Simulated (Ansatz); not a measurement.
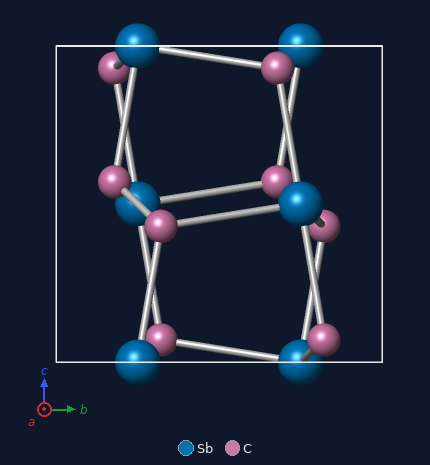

Structure drawing (ball-and-stick), viewed along the a axis. The outline marks the conventional unit cell.

Cell dimensions are a = 5.561 Å, b = 5.474 Å, c = 5.463 Å, α = 90.00°, β = 103.47°, γ = 90.00°.

Bonding distances used: C–C up to 1.76 Å, C–Sb up to 2.79 Å (cut-off distances).

**Work out the formula from the picture.**

SbC2. The cell holds 4 Sb, 8 C, counting shared atoms by their share.

**State the lattice type.**

Base-centred monoclinic.

**What kind of network do the bonds form?**

The bonds build a three-dimensional framework.

It goes back to a textbook structure type filled with these elements (whether it is the usual form wasn't checked). Relaxation method: DFT PBE, scalar-relativistic, plane waves, PAW (Ansatz 0.2.0).
